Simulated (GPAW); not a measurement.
**Run report: SiHOF2, geometry relaxation (part 2 of 5)**

Continued. System: SiHOF2, multiplicity 2, SMILES [O][SiH](F)F. Method: BLYP/real-space grid, UKS, dispersion D3(BJ), scalar-relativistic datasets (GPAW 26.7.0). The atoms were displaced at random from an optimised geometry.

Geometry of the input (Å):
```
O  0.0000  0.0000  0.0000
Si 1.4743  0.0000  0.0000
F  2.3356  1.3087  0.0000
F  2.5152  -1.1340  0.7382
H  1.5642  -0.5177  -1.5482
```

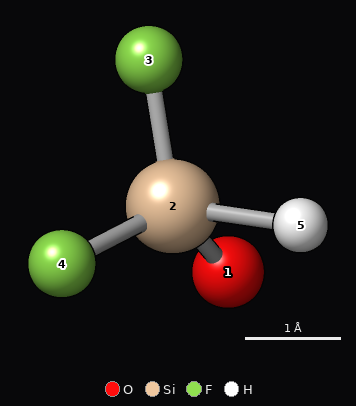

Figure 1. The input geometry (ball-and-stick view, seen at a tilt; atoms are numbered from 1 in the order of the input).

### Log, continued
```
SCF iterations
|iter     |     time |      energy | eigst |  dens |  magmom |
|---------|----------|-------------|-------|-------|---------|
|iter:   1| 00:01:22 |  -32.675291 | +0.41 |       |  +1.0049|
|iter:   2| 00:01:26 |  -32.151647 | -0.57 | -1.41 |  +1.0047|
|iter:   3| 00:01:30 |  -30.369526 | -0.38 | -1.45 |  +1.0037|
|iter:   4| 00:01:34 |  -28.146897 | -0.49 | -1.52 |  +1.0023|
|iter:   5| 00:01:38 |  -26.001016 | -1.00 | -1.73 |  +1.0009|
|iter:   6| 00:01:42 |  -25.058205 | -1.59 | -1.98 |  +1.0002|
|iter:   7| 00:01:46 |  -24.648004 | -1.97 | -2.31 |  +1.0000|
|iter:   8| 00:01:50 |  -24.636115 | -2.53 | -2.80 |  +1.0000|
|iter:   9| 00:01:54 |  -24.671524 | -3.12 | -3.12 |  +1.0000|
|iter:  10| 00:01:58 |  -24.678413 | -3.39 | -3.37 |  +1.0000|
|iter:  11| 00:02:02 |  -24.681191c| -4.03 | -4.03c|  +1.0000|
|iter:  12| 00:02:06 |  -24.682061c| -4.42 | -4.29c|  +1.0000|
|iter:  13| 00:02:10 |  -24.681479c| -4.96 | -4.64c|  +1.0000|
|iter:  14| 00:02:14 |  -24.681398c| -5.32 | -4.77c|  +1.0000|
|iter:  15| 00:02:18 |  -24.681439c| -5.99 | -5.04c|  +1.0000|
|iter:  16| 00:02:22 |  -24.681399c| -6.29 | -5.41c|  +1.0000|
|iter:  17| 00:02:26 |  -24.681384c| -6.81 | -5.63c|  +1.0000|
|iter:  18| 00:02:30 |  -24.681376c| -7.15 | -5.72c|  +1.0000|
|iter:  19| 00:02:34 |  -24.681380c| -7.79c| -6.07c|  +1.0000|

Converged in 19 steps
SCF loop duration: 73.382 s (3.862 s/step)
Energy contributions relative to reference atoms: (reference = -15379.560081)

Energy contributions:
  Kinetic:          25.345833
  Coulomb:         -26.591267
  Zero:              0.449995
  External:          0.000000
  Xc:              -23.885941
  Entropy:           0.000000
  Spinorbit:         0.000000
  ----------------------------
  Free energy:     -24.681380
  Extrapolated:    -24.681380

dipole moment: (0.196702, -0.027812, 0.000020)  # |e|*Ang

Total magnetic moment: (0.000000, 0.000000, 1.000000)

Local magnetic moments
|        x |        y |        z |
|----------|----------|----------|
| 0.000000 | 0.000000 | 0.434329 |  # O    0
| 0.000000 | 0.000000 | 0.008303 |  # Si   1
| 0.000000 | 0.000000 | 0.005896 |  # F    2
| 0.000000 | 0.000000 | 0.007394 |  # F    3
| 0.000000 | 0.000000 | 0.072277 |  # H    4

Fermi levels: -4.283, -7.417
Eigenvalues  # (at kpt = [0.000, 0.000, 0.000])
| band index |      eig [eV] | occ [0-1] |      eig [eV] | occ [0-1] |
|------------|---------------|-----------|---------------|-----------|
|          0 |       -31.056 |     1.000 |       -31.039 |     1.000 |
|        ... |               |           |               |           |
|          5 |       -12.344 |     1.000 |       -12.174 |     1.000 |
|          6 |       -11.962 |     1.000 |       -11.919 |     1.000 |
|          7 |       -11.229 |     1.000 |       -11.218 |     1.000 |
|          8 |       -10.906 |     1.000 |       -10.891 |     1.000 |
|          9 |       -10.900 |     1.000 |       -10.273 |     1.000 |
|         10 |        -9.646 |     1.000 |        -8.892 |     1.000 |
|         11 |        -8.640 |     1.000 |        -7.990 |     1.000 |
|         12 |        -8.420 |     1.000 |        -6.844 |     0.000 |
|         13 |        -1.723 |     0.000 |        -1.565 |     0.000 |
|         14 |        -0.049 |     0.000 |         0.001 |     0.000 |
|         15 |         0.015 |     0.000 |         0.106 |     0.000 |
|         16 |         0.167 |     0.000 |         0.217 |     0.000 |

Gap: 5.121 eV
Transition (v -> c):
  (s=1, k=0, n=12, [0.00, 0.00, 0.00]) -> (s=0, k=0, n=13, [0.00, 0.00, 0.00])
No difference between direct/indirect transitions
vacuum-level: 0.000  # V

Forces  # eV/Ang
|        x |        y |        z |
|----------|----------|----------|
|  1.75753 | -0.14960 |  0.43395 |  # O    0
| -2.47854 | -1.11184 | -2.74395 |  # Si   1
|  0.75120 |  1.51179 |  0.49988 |  # F    2
|  0.12771 | -0.40747 |  0.83347 |  # F    3
| -0.13152 |  0.27016 |  1.00982 |  # H    4

Force computation time: 0.142  # s
BFGS:    1 00:02:34      -24.825308        3.853056
         .------------------------------.
        /|                              |
       / |                              |
      /  |                              |
     /   |                              |
    /    |                              |
   /     |                              |
  /      |                              |
 *       |                              |
 |       |                              |
 |       |              F               |
 |       |       O   SiF                |
 |       |                              |
 |       |           H                  |
 |       |                              |
 |       .------------------------------.
 |      /                              /
 |     /                              /
 |    /                              /
 |   /                              /
 |  /                              /
 | /                              /
 |/                              /
 *------------------------------*

Atoms  # Å, Bohr magnetons
|   | symbol |        x |        y |        z |    initial magnetic moments |
|---|--------|----------|----------|----------|-----------------------------|
| 0 |      O | 4.918179 | 6.129920 | 6.556110 | ( 0.0000,  0.0000,  0.4343) |
| 1 |     Si | 6.566533 | 6.075977 | 6.510988 | ( 0.0000,  0.0000,  0.0083) |
| 2 |      F | 7.355447 | 7.481509 | 6.558031 | ( 0.0000,  0.0000,  0.0059) |
| 3 |      F | 7.490475 | 5.018272 | 7.285349 | ( 0.0000,  0.0000,  0.0074) |
| 4 |      H | 6.557817 | 5.621909 | 5.021365 | ( 0.0000,  0.0000,  0.0723) |

Unit cell  # Å
| periodic |         x |         y |         z |   lengths |    angles |
|----------|-----------|-----------|-----------|-----------|-----------|
|       no | 12.515240 |  0.000000 |  0.000000 | 12.515240 | 90.000000 |
|       no |  0.000000 | 12.442655 |  0.000000 | 12.442655 | 90.000000 |
|       no |  0.000000 |  0.000000 | 12.286395 | 12.286395 | 90.000000 |

Initialization done in: 2.209 s

convergence criteria:
- Maximum [total energy] change in last 3 cyles: 0.0005 eV / valence electron
- Maximum integral of absolute [dens]ity change: 0.0001 electrons / valence electron
- Maximum integral of absolute [eigenst]ate change: 4e-08 eV^2 / valence electron
maximum number of iterations: 100

SCF iterations
|iter     |     time |      energy | eigst |  dens |  magmom |
|---------|----------|-------------|-------|-------|---------|
|iter:   1| 00:02:38 |  -24.917665 | -0.56 |       |  +1.0037|
|iter:   2| 00:02:42 |  -24.906863 | -1.52 | -1.87 |  +1.0035|
|iter:   3| 00:02:46 |  -24.860418 | -1.05 | -1.91 |  +1.0022|
|iter:   4| 00:02:50 |  -24.851992 | -1.76 | -2.18 |  +1.0013|
|iter:   5| 00:02:54 |  -24.846068 | -2.26 | -2.33 |  +1.0006|
|iter:   6| 00:02:57 |  -24.843447c| -2.84 | -2.72 |  +1.0002|
|iter:   7| 00:03:01 |  -24.842345c| -3.29 | -3.01 |  +1.0000|
|iter:   8| 00:03:05 |  -24.842035c| -3.98 | -3.34 |  +1.0000|
|iter:   9| 00:03:09 |  -24.841960c| -4.29 | -3.82 |  +1.0000|
|iter:  10| 00:03:13 |  -24.841986c| -4.88 | -3.99 |  +1.0000|
|iter:  11| 00:03:17 |  -24.842014c| -5.55 | -4.47c|  +1.0000|
|iter:  12| 00:03:21 |  -24.842025c| -6.09 | -4.75c|  +1.0000|
|iter:  13| 00:03:25 |  -24.842027c| -6.54 | -5.10c|  +1.0000|
|iter:  14| 00:03:29 |  -24.842025c| -7.04 | -5.39c|  +1.0000|
|iter:  15| 00:03:33 |  -24.842024c| -7.50c| -5.81c|  +1.0000|

Converged in 15 steps
SCF loop duration: 57.322 s (3.821 s/step)
Energy contributions relative to reference atoms: (reference = -15379.560081)

Energy contributions:
  Kinetic:          23.987225
  Coulomb:         -25.549441
  Zero:              0.448245
  External:          0.000000
  Xc:              -23.728054
  Entropy:           0.000000
  Spinorbit:         0.000000
  ----------------------------
  Free energy:     -24.842024
  Extrapolated:    -24.842024

dipole moment: (0.123107, -0.071357, -0.057573)  # |e|*Ang

Total magnetic moment: (0.000000, 0.000000, 1.000000)

Local magnetic moments
|        x |        y |        z |
|----------|----------|----------|
| 0.000000 | 0.000000 | 0.440829 |  # O    0
| 0.000000 | 0.000000 | 0.011627 |  # Si   1
| 0.000000 | 0.000000 | 0.007492 |  # F    2
| 0.000000 | 0.000000 | 0.008088 |  # F    3
| 0.000000 | 0.000000 | 0.067697 |  # H    4

Fermi levels: -4.355, -7.687
Eigenvalues  # (at kpt = [0.000, 0.000, 0.000])
| band index |      eig [eV] | occ [0-1] |      eig [eV] | occ [0-1] |
|------------|---------------|-----------|---------------|-----------|
|          0 |       -30.726 |     1.000 |       -30.706 |     1.000 |
|        ... |               |           |               |           |
|          5 |       -12.232 |     1.000 |       -11.982 |     1.000 |
|          6 |       -11.719 |     1.000 |       -11.655 |     1.000 |
|          7 |       -10.995 |     1.000 |       -10.935 |     1.000 |
|          8 |       -10.920 |     1.000 |       -10.625 |     1.000 |
|          9 |       -10.629 |     1.000 |       -10.407 |     1.000 |
|         10 |        -9.864 |     1.000 |        -9.145 |     1.000 |
|         11 |        -8.933 |     1.000 |        -8.247 |     1.000 |
|         12 |        -8.679 |     1.000 |        -7.126 |     0.000 |
|         13 |        -1.584 |     0.000 |        -1.423 |     0.000 |
|         14 |        -0.144 |     0.000 |        -0.089 |     0.000 |
|         15 |        -0.034 |     0.000 |         0.046 |     0.000 |
|         16 |         0.133 |     0.000 |         0.187 |     0.000 |

Gap: 5.542 eV
Transition (v -> c):
  (s=1, k=0, n=12, [0.00, 0.00, 0.00]) -> (s=0, k=0, n=13, [0.00, 0.00, 0.00])
No difference between direct/indirect transitions
vacuum-level: 0.000  # V

Forces  # eV/Ang
|        x |        y |        z |
|----------|----------|----------|
|  0.88811 | -0.16525 |  0.37647 |  # O    0
| -0.37701 |  0.09797 | -1.69495 |  # Si   1
| -0.14824 | -0.02985 |  0.34657 |  # F    2
| -0.26719 | -0.02501 |  0.42955 |  # F    3
| -0.12566 |  0.13349 |  0.57682 |  # H    4

Force computation time: 0.149  # s
BFGS:    2 00:03:34      -24.985522        1.734588
         .------------------------------.
        /|                              |
       / |                              |
      /  |                              |
     /   |                              |
    /    |                              |
   /     |                              |
  /      |                              |
 *       |                              |
 |       |                              |
 |       |              F               |
 |       |       O   SiF                |
 |       |                              |
 |       |           H                  |
 |       |                              |
 |       .------------------------------.
 |      /                              /
 |     /                              /
 |    /                              /
 |   /                              /
 |  /                              /
 | /                              /
 |/                              /
 *------------------------------*

Atoms  # Å, Bohr magnetons
|   | symbol |        x |        y |        z |    initial magnetic moments |
|---|--------|----------|----------|----------|-----------------------------|
| 0 |      O | 4.933427 | 6.125767 | 6.565556 | ( 0.0000,  0.0000,  0.4408) |
| 1 |     Si | 6.563034 | 6.072391 | 6.467652 | ( 0.0000,  0.0000,  0.0116) |
| 2 |      F | 7.354383 | 7.485317 | 6.567020 | ( 0.0000,  0.0000,  0.0075) |
| 3 |      F | 7.482521 | 5.018925 | 7.295543 | ( 0.0000,  0.0000,  0.0081) |
| 4 |      H | 6.554383 | 5.625615 | 5.036944 | ( 0.0000,  0.0000,  0.0677) |

Unit cell  # Å
| periodic |         x |         y |         z |   lengths |    angles |
|----------|-----------|-----------|-----------|-----------|-----------|
|       no | 12.515240 |  0.000000 |  0.000000 | 12.515240 | 90.000000 |
|       no |  0.000000 | 12.442655 |  0.000000 | 12.442655 | 90.000000 |
|       no |  0.000000 |  0.000000 | 12.286395 | 12.286395 | 90.000000 |

Initialization done in: 2.195 s

convergence criteria:
- Maximum [total energy] change in last 3 cyles: 0.0005 eV / valence electron
- Maximum integral of absolute [dens]ity change: 0.0001 electrons / valence electron
- Maximum integral of absolute [eigenst]ate change: 4e-08 eV^2 / valence electron
maximum number of iterations: 100

SCF iterations
|iter     |     time |      energy | eigst |  dens |  magmom |
|---------|----------|-------------|-------|-------|---------|
|iter:   1| 00:03:38 |  -23.124285 | -0.63 |       |  +1.0058|
|iter:   2| 00:03:41 |  -23.211934 | -1.59 | -1.94 |  +1.0055|
|iter:   3| 00:03:45 |  -23.900827 | -1.24 | -1.97 |  +1.0033|
|iter:   4| 00:03:49 |  -24.307764 | -2.01 | -2.22 |  +1.0019|
|iter:   5| 00:03:53 |  -24.839928 | -2.33 | -2.37 |  +1.0002|
|iter:   6| 00:03:57 |  -24.852219 | -3.07 | -2.85 |  +1.0002|
|iter:   7| 00:04:01 |  -24.908941 | -3.17 | -2.99 |  +1.0000|
|iter:   8| 00:04:05 |  -24.914989 | -3.79 | -3.26 |  +1.0000|
|iter:   9| 00:04:08 |  -24.914591c| -4.17 | -3.75 |  +1.0000|
|iter:  10| 00:04:12 |  -24.911978c| -4.89 | -3.91 |  +1.0000|
|iter:  11| 00:04:16 |  -24.910224c| -5.43 | -4.40c|  +1.0000|
|iter:  12| 00:04:20 |  -24.909883c| -6.11 | -4.77c|  +1.0000|
|iter:  13| 00:04:24 |  -24.909915c| -6.45 | -5.12c|  +1.0000|
|iter:  14| 00:04:28 |  -24.909900c| -6.88 | -5.28c|  +1.0000|
|iter:  15| 00:04:32 |  -24.909901c| -7.53c| -5.68c|  +1.0000|

Converged in 15 steps
SCF loop duration: 56.230 s (3.749 s/step)
Energy contributions relative to reference atoms: (reference = -15379.560081)

Energy contributions:
  Kinetic:          25.194412
  Coulomb:         -26.513980
  Zero:              0.446612
  External:          0.000000
  Xc:              -24.036945
  Entropy:           0.000000
  Spinorbit:         0.000000
  ----------------------------
  Free energy:     -24.909901
  Extrapolated:    -24.909901

dipole moment: (0.076176, -0.070354, -0.122166)  # |e|*Ang

Total magnetic moment: (0.000000, 0.000000, 1.000000)

Local magnetic moments
|        x |        y |        z |
|----------|----------|----------|
| 0.000000 | 0.000000 | 0.454262 |  # O    0
| 0.000000 | 0.000000 | 0.014262 |  # Si   1
| 0.000000 | 0.000000 | 0.007650 |  # F    2
| 0.000000 | 0.000000 | 0.008230 |  # F    3
| 0.000000 | 0.000000 | 0.059041 |  # H    4

Fermi levels: -4.332, -7.874
Eigenvalues  # (at kpt = [0.000, 0.000, 0.000])
| band index |      eig [eV] | occ [0-1] |      eig [eV] | occ [0-1] |
|------------|---------------|-----------|---------------|-----------|
|          0 |       -30.497 |     1.000 |       -30.477 |     1.000 |
|        ... |               |           |               |           |
|          5 |       -12.237 |     1.000 |       -11.919 |     1.000 |
|          6 |       -11.583 |     1.000 |       -11.496 |     1.000 |
|          7 |       -10.965 |     1.000 |       -10.781 |     1.000 |
|          8 |       -10.793 |     1.000 |       -10.508 |     1.000 |
|          9 |       -10.482 |     1.000 |       -10.458 |     1.000 |
|         10 |       -10.007 |     1.000 |        -9.324 |     1.000 |
|         11 |        -9.185 |     1.000 |        -8.413 |     1.000 |
|         12 |        -8.855 |     1.000 |        -7.335 |     0.000 |
|         13 |        -1.330 |     0.000 |        -1.171 |     0.000 |
|         14 |        -0.232 |     0.000 |        -0.175 |     0.000 |
|         15 |        -0.053 |     0.000 |         0.017 |     0.000 |
|         16 |         0.097 |     0.000 |         0.152 |     0.000 |

Gap: 6.005 eV
Transition (v -> c):
  (s=1, k=0, n=12, [0.00, 0.00, 0.00]) -> (s=0, k=0, n=13, [0.00, 0.00, 0.00])
No difference between direct/indirect transitions
vacuum-level: 0.000  # V

Forces  # eV/Ang
|        x |        y |        z |
|----------|----------|----------|
|  0.09270 | -0.14402 |  0.33430 |  # O    0
|  0.81877 |  0.13299 | -0.38329 |  # Si   1
| -0.31171 | -0.33766 |  0.17969 |  # F    2
| -0.55636 |  0.34261 | -0.04306 |  # F    3
| -0.07800 | -0.05482 | -0.10705 |  # H    4

Force computation time: 0.145  # s
BFGS:    3 00:04:32      -25.053461        0.912979
         .------------------------------.
        /|                              |
       / |                              |
      /  |                              |
     /   |                              |
    /    |                              |
   /     |                              |
  /      |                              |
 *       |                              |
```
